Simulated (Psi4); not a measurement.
**HF/STO-3G run of HF (hydrogen fluoride)**

What is the energy change on altering one bond length of HF (hydrogen fluoride) at HF/STO-3G? 

The calculation is run with Psi4 1.11.

### Step 1. The system as given

HF has 2 atoms, charge 0, and is taken as a singlet. SMILES: `F`. Geometry: relaxed at PBE0-D4/def2-TZVP.

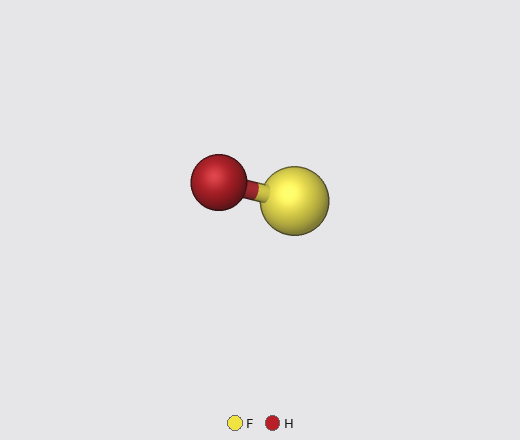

The structure, seen from a chosen angle (fluorine yellow, hydrogen red).

### Step 2. Energy and gradient at HF/STO-3G

input.in reads:

```
memory 1.6 GB

molecule m {
  0 1
  F
  H 1 0.919961
  symmetry c1
}

set {
  reference     rhf
  puream        true
  e_convergence 1e-09
  d_convergence 1e-08
  scf_type      pk
}

result, w = gradient("scf/STO-3G", return_wfn=True)
oeprop(w, "MAYER_INDICES", "DIPOLE", "LOWDIN_CHARGES")
```

Run with:

```sh
$ psi4 -n 1 input.in input.out
```

input.out:

```text
[...]
  Running in c1 symmetry.
[...]
  Nuclear repulsion =    5.176953040433236
[...]
  Multiplicity = 1
[...]
  Nalpha       = 5
  Nbeta        = 5
[...]
    Number of basis functions: 6
[...]
   @RHF iter   1:   -98.52545598471177   -4.29538e-01   3.55032e-02 ADIIS/DIIS
[...]
   @RHF iter   6:   -98.57109646305594   -3.69056e-11   8.13651e-09 DIIS
[...]
    Orbital Energies [Eh]
    ---------------------
    Doubly Occupied:
       1A    -25.900292     2A     -1.470268     3A     -0.584299
       4A     -0.464068     5A     -0.464068
[...]
  @RHF Final Energy:   -98.57109646305594
   => Energetics <=
    Nuclear Repulsion Energy =              5.1769530404332356
    One-Electron Energy =                -149.7301070759758375
    Two-Electron Energy =                  45.9820575724866600
    Total Energy =                        -98.5710964630559374
[...]
  -Total Gradient:
     Atom            X                  Y                   Z
    ------   -----------------  -----------------  -----------------
       1       -0.000000000000    -0.000000000000     0.054051491893
       2        0.000000000000     0.000000000000    -0.054051491893
[...]
 Multipole Moments:
 ------------------------------------------------------------------------------------
     Multipole            Electronic (a.u.)      Nuclear  (a.u.)        Total (a.u.)
 ------------------------------------------------------------------------------------
 L = 1.  Multiply by 2.5417464519 to convert [e a0] to [Debye]
 Dipole X            :         -0.0000000            0.0000000           -0.0000000
 Dipole Y            :         -0.0000000            0.0000000           -0.0000000
 Dipole Z            :         -0.3569029            0.8627081            0.5058052
 Magnitude           :                                                    0.5058052
[...]
```

Run time: 4.8 s. Hardware: 1 thread of Intel Xeon at 2.50GHz (Skylake/Cascade Lake), shared host; peak memory 0.18 GiB.

### Step 3. The distorted shape: a single-point energy at HF/STO-3G

fh.py reads:

```python
import psi4

psi4.set_memory(1600000000)
psi4.set_num_threads(1)
psi4.core.set_output_file('fh.out', False)

molecule = psi4.geometry("""
0 1
F     -0.95816295     0.35525717    -0.48252078
H      0.73699319    -0.27325440     0.37114221
units au
symmetry c1
no_reorient
no_com
""")

psi4.set_options({
    'puream': True,
    'e_convergence': 1e-09,
    'd_convergence': 1e-08,
    'scf_type': 'pk',
})

result, w = psi4.energy('scf/STO-3G', molecule=molecule, return_wfn=True)
psi4.oeprop(w, 'MAYER_INDICES', 'MULLIKEN_CHARGES', 'WIBERG_LOWDIN_INDICES')
print(f'scf/STO-3G energy: {result:.10f} Eh')
```

Run with:

```sh
$ python fh.py
```

fh.out, shortened:

```text
[...]
  Running in c1 symmetry.
[...]
  Nuclear repulsion =    4.501507338399884
[...]
  Multiplicity = 1
[...]
  Nalpha       = 5
  Nbeta        = 5
[...]
    Number of basis functions: 6
[...]
   @RHF iter   1:   -98.49793843032339   -5.67332e-01   3.92958e-02 ADIIS/DIIS
[...]
   @RHF iter   6:   -98.56163178799218   -1.73372e-11   4.80373e-09 DIIS
[...]
    Orbital Energies [Eh]
    ---------------------
    Doubly Occupied:
       1A    -25.912830     2A     -1.436909     3A     -0.541762
       4A     -0.462004     5A     -0.462004
[...]
  @RHF Final Energy:   -98.56163178799218
   => Energetics <=
    Nuclear Repulsion Energy =              4.5015073383998843
    One-Electron Energy =                -148.4952614441956484
    Two-Electron Energy =                  45.4321223178035822
    Total Energy =                        -98.5616317879921837
[...]
 Multipole Moments:
 ------------------------------------------------------------------------------------
     Multipole            Electronic (a.u.)      Nuclear  (a.u.)        Total (a.u.)
 ------------------------------------------------------------------------------------
 L = 1.  Multiply by 2.5417464519 to convert [e a0] to [Debye]
 Dipole X            :          8.2740726           -7.8864734            0.3875992
 Dipole Y            :         -3.0677700            2.9240601           -0.1437098
 Dipole Z            :          4.1667358           -3.9715448            0.1951909
 Magnitude           :                                                    0.4571490
[...]
  Mulliken Charges: (a.u.)
   Center  Symbol    Alpha    Beta     Spin     Total
       1     F     4.57587  4.57587  0.00000 -0.15175
       2     H     0.42413  0.42413  0.00000  0.15175
   Total alpha =  5.00000, Total beta =  5.00000, Total charge = -0.00000
  Mayer Bond Indices:
[...]
```

The script printed:

```text
scf/STO-3G energy: -98.5616317880 Eh
```

It took 4.5 s on 1 thread of Intel Xeon at 2.50GHz (Skylake/Cascade Lake), shared host; peak memory 0.18 GiB.

### Step 4. What came out

At HF/STO-3G:

```
                                                         quantity         value
                                        first shape: total energy  -98.57110 Eh
                                       first shape: dipole moment        1.29 D
                                         first shape: HOMO energy     -12.63 eV
                                         first shape: LUMO energy      17.03 eV
                                       first shape: HOMO–LUMO gap      29.66 eV
                            first shape: largest force on an atom    2.779 eV/Å
                                    distorted shape: total energy  -98.56163 Eh
                                   distorted shape: dipole moment        1.16 D
                                     distorted shape: HOMO energy     -12.57 eV
                                     distorted shape: LUMO energy      13.48 eV
                                   distorted shape: HOMO–LUMO gap      26.05 eV
energy change with the F1–H2 bond stretched from 0.920 to 1.058 Å      0.258 eV
```

**Reading.** With the F1–H2 bond stretched from 0.920 to 1.058 Å the energy rises by 0.26 eV (5.9 kcal/mol). The first shape isn't relaxed at this level, so the change isn't measured from a minimum. The minimal basis adds a large error of its own. The largest force (first shape) is 2.78 eV/Å: the shape isn't a stationary point for this species at this level.
